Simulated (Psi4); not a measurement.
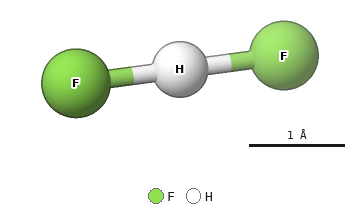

**Figure 1.** The structure (ball-and-stick view, seen at a tilt). Bond lengths as drawn: F–H 1.14 Å.

## Single-point calculation, with input and output: HF$_{2}$ (charge −1)

- system: HF$_{2}$, charge −1, SMILES F[H-]F
- method: wB97M-V/cc-pVTZ, RKS (Psi4 1.11)

The geometry comes from this level: PBE0-D4/def2-TZVPD.

**The program's output**
```
Psi4 1.11 release

   => Loading Basis Set <=

    Name: CC-PVTZ
    Role: ORBITAL
    Keyword: BASIS

         ---------------------------------------------------------
                                   SCF
                              RKS Reference
                        1 Threads,   1525 MiB Core
         ---------------------------------------------------------

  ==> Geometry <==

    Molecular point group: c1
    Full point group: D_inf_h

    Geometry (in Bohr), charge = -1, multiplicity = 1:

       Center              X                  Y                   Z               Mass
    ------------   -----------------  -----------------  -----------------  -----------------
         F           -1.839081460000     0.650821680000    -0.927855530000    18.998403162730
         H            0.000000000000     0.000000000000     0.000000000000     1.007825032230
         F            1.839081460000    -0.650821680000     0.927855530000    18.998403162730

  Running in c1 symmetry.

  Rotational constants: A = ************  B =      0.33950  C =      0.33950 [cm^-1]
  Rotational constants: A = ************  B =  10177.88306  C =  10177.88306 [MHz]
  Nuclear repulsion =   27.080125651462275

  Charge       = -1
  Multiplicity = 1
  Electrons    = 20
  Nalpha       = 10
  Nbeta        = 10

  ==> Algorithm <==

  SCF Algorithm Type is PK.
  DIIS enabled.
  MOM disabled.
  Fractional occupation disabled.
  Guess Type is SAD.
  Energy threshold   = 1.00e-09
  Density threshold  = 1.00e-08
  Integral threshold = 1.00e-12

  ==> Primary Basis <==

  Basis Set: CC-PVTZ
    Blend: CC-PVTZ
    Number of shells: 26
    Number of basis functions: 74
    Number of Cartesian functions: 85
    Spherical Harmonics?: true
    Max angular momentum: 3

  ==> DFT Potential <==

   => LibXC <=

    Version 7.1.2

   => Composite Functional: WB97M-V <=

    wB97M-V Hyb-GGA Exchange-Correlation Functional

    Deriv               =              1
    GGA                 =           TRUE
    Meta                =           TRUE

    Exchange Hybrid     =           TRUE
    MP2 Hybrid          =          FALSE

   => Exchange-Correlation Functionals <=

    1.0000   wB97M-V exchange-correlation functional

   => Exact (HF) Exchange <=

    0.8500            HF,LR [omega = 0.3000]
    0.1500               HF

   => LibXC Density Thresholds  <==

    XC_HYB_MGGA_XC_WB97M_V:  1.00E-13

   => VV10 Non-Local Parameters <=

    VV10 B              =     6.0000E+00
    VV10 C              =     1.0000E-02

   => Molecular Quadrature <=

    Radial Scheme          =       TREUTLER
    Pruning Scheme         =           NONE
    Nuclear Scheme         =       TREUTLER

    Blocking Scheme        =         OCTREE
    BS radius alpha        =              1
    Pruning alpha          =              1
    Radial Points          =             99
    Spherical Points       =            590
    Total Points           =         170714
    Total Blocks           =           1298
    Max Points             =            256
    Max Functions          =             74
    Weights Tolerance      =       1.00E-15

  ==> Integral Setup <==

  Using in-core PK algorithm.
   Calculation information:
      Number of atoms:                   3
      Number of AO shells:              26
      Number of primitives:             60
      Number of atomic orbitals:        85
      Number of basis functions:        74

      Integral cutoff                 1.00e-12
      Number of threads:                 1

  Performing in-core PK
  Using 11555100 doubles for integral storage.
  We computed 60860 shell quartets total.
  Whereas there are 61776 unique shell quartets.

  Computing range-separated integrals for PK
  We computed 60860 wK shell quartets total.
  Whereas there are 61776 wK unique shell quartets.

  ==> DiskJK: Disk-Based J/K Matrices <==

    J tasked:                  Yes
    K tasked:                  Yes
    wK tasked:                 Yes
    Omega:               3.000E-01
    Memory [MiB]:              370
    Schwarz Cutoff:          1E-12

  Cached 100.0% of DFT collocation blocks in 0.756 [GiB].

  Minimum eigenvalue in the overlap matrix is 8.1481198752E-03.
  Reciprocal condition number of the overlap matrix is 1.9960210804E-03.
    Using symmetric orthogonalization.

  ==> Pre-Iterations <==

  SCF Guess: Superposition of Atomic Densities via on-the-fly atomic UHF (no occupation information).

   -------------------------
    Irrep   Nso     Nmo
   -------------------------
     A         74      74
   -------------------------
    Total      74      74
   -------------------------

  ==> Iterations <==

                        Total Energy        Delta E     RMS |[F,P]|

   @RKS iter SAD:  -199.62496287563337   -1.99625e+02   0.00000e+00
   @RKS iter   1:  -200.22541357673381   -6.00451e-01   9.01355e-03 DIIS/ADIIS
   @RKS iter   2:  -200.23694185298058   -1.15283e-02   9.59194e-03 DIIS/ADIIS
   @RKS iter   3:  -200.35904928486616   -1.22107e-01   2.91194e-04 DIIS/ADIIS
   @RKS iter   4:  -200.35916071611607   -1.11431e-04   1.71399e-05 DIIS
   @RKS iter   5:  -200.35916194574736   -1.22963e-06   4.62814e-06 DIIS
   @RKS iter   6:  -200.35916201676690   -7.10195e-08   9.29930e-07 DIIS
   @RKS iter   7:  -200.35916202100992   -4.24302e-09   1.28494e-07 DIIS
   @RKS iter   8:  -200.35916202114072   -1.30797e-10   9.33158e-09 DIIS
  Energy and wave function converged.

  ==> Post-Iterations <==

   Electrons on quadrature grid:
      Ntotal   =   19.9999999914 ; deviation = -8.559e-09

    Orbital Energies [Eh]
    ---------------------

    Doubly Occupied:

       1A    -24.518204     2A    -24.518192     3A     -0.959039
       4A     -0.914925     5A     -0.323616     6A     -0.187465
       7A     -0.187465     8A     -0.162767     9A     -0.162767
      10A     -0.155798

    Virtual:

      11A      0.441835    12A      0.814218    13A      1.021944
      14A      1.021944    15A      1.039898    16A      1.064725
      17A      1.184578    18A      1.184578    19A      1.229141
      20A      1.229141    21A      1.507231    22A      1.962893
      23A      2.184320    24A      2.361373    25A      2.361374
      26A      2.362397    27A      2.362397    28A      2.406013
      29A      2.406013    30A      2.737675    31A      2.919077
      32A      2.919077    33A      3.068043    34A      3.290568
      35A      3.637961    36A      3.637961    37A      3.990132
      38A      3.990132    39A      4.318403    40A      4.318403
      41A      4.407597    42A      4.783937    43A      5.031206
      44A      5.031206    45A      5.327384    46A      5.327384
      47A      6.236630    48A      6.362670    49A      7.341592
      50A      7.341593    51A      7.358808    52A      7.358808
      53A      7.358808    54A      7.358808    55A      7.455237
      56A      7.455238    57A      7.508940    58A      7.508940
      59A      8.185787    60A      8.185787    61A      8.354786
      62A      8.370115    63A      8.747595    64A      8.747597
      65A      8.783323    66A      8.783324    67A      9.091112
      68A      9.091112    69A      9.215702    70A      9.215702
      71A      9.410014    72A      9.689251    73A     10.197287
      74A     12.015582

    Final Occupation by Irrep:
              A
    DOCC [    10 ]
    NA   [    10 ]
    NB   [    10 ]

  @RKS Final Energy:  -200.35916202114072

   => Energetics <=

    Nuclear Repulsion Energy =             27.0801256514622750
    One-Electron Energy =                -340.8312870386947679
    Two-Electron Energy =                 129.0980862132018103
    DFT Exchange-Correlation Energy =     -15.7911841874485788
    Empirical Dispersion Energy =           0.0000000000000000
    VV10 Nonlocal Energy =                  0.0850973403385619
    Total Energy =                       -200.3591620211407189

Computation Completed

Properties will be evaluated at   0.000000,   0.000000,   0.000000 [a0]

Properties computed using the SCF density matrix

 Multipole Moments:

 ------------------------------------------------------------------------------------
     Multipole            Electronic (a.u.)      Nuclear  (a.u.)        Total (a.u.)
 ------------------------------------------------------------------------------------

 L = 1.  Multiply by 2.5417464519 to convert [e a0] to [Debye]
 Dipole X            :          0.0000000            0.0000000            0.0000000
 Dipole Y            :         -0.0000000            0.0000000           -0.0000000
 Dipole Z            :          0.0000000            0.0000000            0.0000000
 Magnitude           :                                                    0.0000000

 ------------------------------------------------------------------------------------

	total time  =         14 seconds =       0.23 minutes

    Psi4 run time: 0:00:13.96
```

**File result.json**
```
{
 "driver": "energy",
 "model": {
  "method": "wb97m-v",
  "basis": "cc-pVTZ"
 },
 "success": true,
 "return_result": -200.35916202114072,
 "properties": {
  "calcinfo_nbasis": 74,
  "calcinfo_nmo": 74,
  "calcinfo_nalpha": 10,
  "calcinfo_nbeta": 10,
  "calcinfo_natom": 3,
  "nuclear_repulsion_energy": 27.080125651462275,
  "return_energy": -200.35916202114072,
  "scf_one_electron_energy": -340.83128703869477,
  "scf_two_electron_energy": 129.0980862132018,
  "scf_vv10_energy": 0.08509734033856194,
  "scf_xc_energy": -15.791184187448579,
  "scf_dipole_moment": [8.990030941902205e-14, -3.085032229677154e-14, 4.4103609653234344e-14],
  "scf_total_energy": -200.35916202114072,
  "scf_iterations": 8
 }
}
```

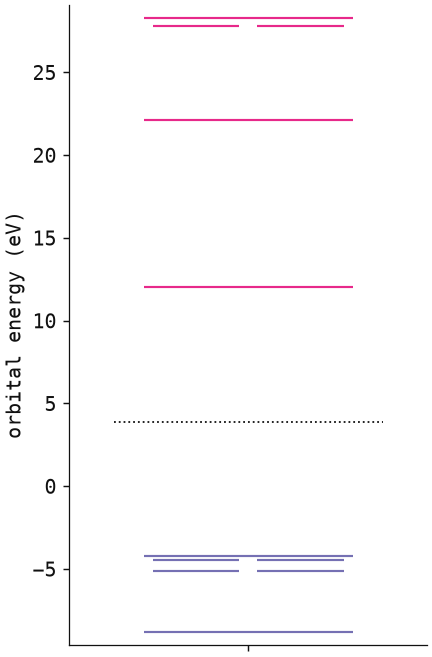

**Figure 2.** Orbital energies near the frontier; the dotted line parts filled from empty levels, and levels within 0.02 eV of each other stand side by side. Highest filled −4.24 eV, lowest empty 12.02 eV, 16.26 eV apart.

This output came from the following input.

**The input (job.json)**
```
{
 "schema_name": "qcschema_input",
 "schema_version": 1,
 "molecule": {
  "schema_name": "qcschema_molecule",
  "schema_version": 2,
  "symbols": ["F", "H", "F"],
  "geometry": [-1.83908146, 0.65082168, -0.92785553, 0.0, 0.0, 0.0, 1.83908146, -0.65082168, 0.92785553],
  "molecular_charge": -1,
  "molecular_multiplicity": 1,
  "fix_symmetry": "c1",
  "fix_com": true,
  "fix_orientation": true
 },
 "driver": "energy",
 "model": {
  "method": "wb97m-v",
  "basis": "cc-pVTZ"
 },
 "keywords": {
  "puream": true,
  "e_convergence": 1e-09,
  "d_convergence": 1e-08,
  "scf_type": "pk",
  "dft_radial_points": 99,
  "dft_spherical_points": 590
 }
}
```

Launched with:
```bash
psi4 --qcschema job.json -n 1 --memory 1600MB
```

**Summary**

| quantity | value |
| --- | --- |
| outcome | converged |
| total energy | −200.359162 hartree |
| basis functions | 74 |
| HOMO | −4.24 eV |
| LUMO | 12.02 eV |
| hardware | 1 thread of Intel Xeon (Granite Rapids), 160 GiB of memory available, shared host |
| wall time | 15 s |
| peak memory | 1.1 GiB |
